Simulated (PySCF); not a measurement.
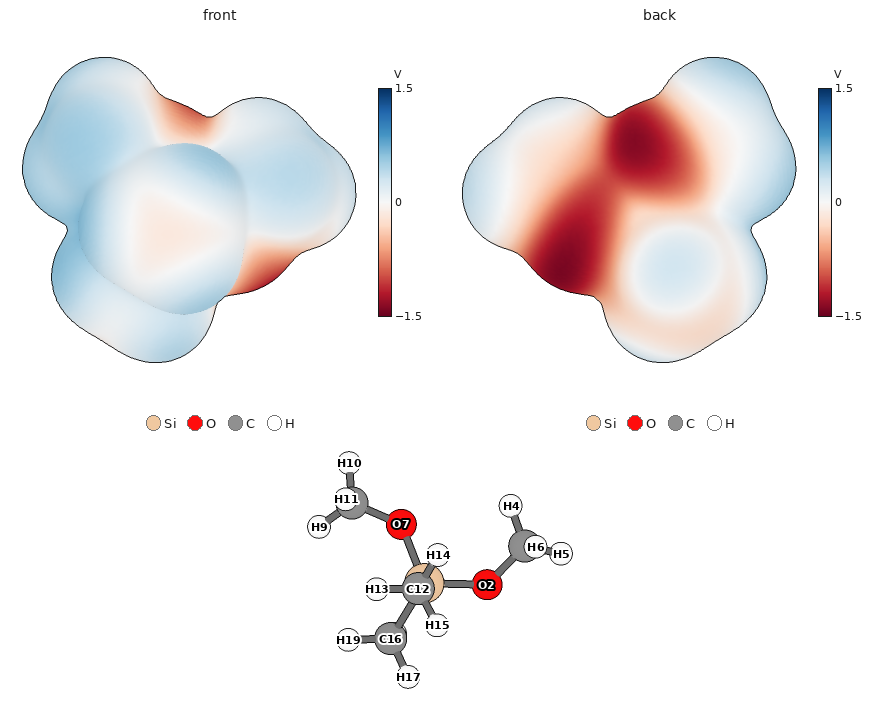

*C₄H₁₂O₂Si (Si(OMe)2Me2). The electrostatic potential painted on the density surface at 0.001 e/bohr³, seen from the front and from behind; the colour scale runs from red (negative) to blue (positive). The bare structure is drawn below in the same view.*

Geometry: PBE0-D3(BJ)/def2-SVP.

Level of theory: PBE0/pcSseg-1, SCF density, gas phase, non-relativistic in PySCF 2.14.0.

```yaml
atoms:
  - { symbol: Si, position_ang: [-0.3337, -0.2270, 0.1368] }
  - { symbol: O, position_ang: [-0.0428, -0.4334, 1.7557] }
  - { symbol: C, position_ang: [0.9124, 0.2775, 2.4904] }
  - { symbol: H, position_ang: [1.9050, 0.2497, 2.0079] }
  - { symbol: H, position_ang: [1.0026, -0.1751, 3.4901] }
  - { symbol: H, position_ang: [0.6261, 1.3374, 2.6264] }
  - { symbol: O, position_ang: [1.1508, -0.4071, -0.6081] }
  - { symbol: C, position_ang: [1.4262, -0.1726, -1.9547] }
  - { symbol: H, position_ang: [0.8693, -0.8566, -2.6229] }
  - { symbol: H, position_ang: [2.5004, -0.3347, -2.1366] }
  - { symbol: H, position_ang: [1.1886, 0.8641, -2.2606] }
  - { symbol: C, position_ang: [-1.0047, 1.4827, -0.2198] }
  - { symbol: H, position_ang: [-1.2385, 1.6141, -1.2884] }
  - { symbol: H, position_ang: [-0.2810, 2.2634, 0.0629] }
  - { symbol: H, position_ang: [-1.9323, 1.6572, 0.3475] }
  - { symbol: C, position_ang: [-1.5173, -1.5725, -0.3599] }
  - { symbol: H, position_ang: [-2.4662, -1.4824, 0.1906] }
  - { symbol: H, position_ang: [-1.0836, -2.5589, -0.1358] }
  - { symbol: H, position_ang: [-1.7441, -1.5322, -1.4368] }
```

Q: Which sites attract a positive test charge, and which a negative one?

A: A positive charge is drawn to the negative regions and a negative charge to the positive ones. The most negative region (about −1.4 V) lies over O2 and O7, the most positive (about +0.7 V) over Si1, C8, H13 and H19.

Q: How polar is the molecule by this calculation?

A: Its dipole moment is 1.74 D.
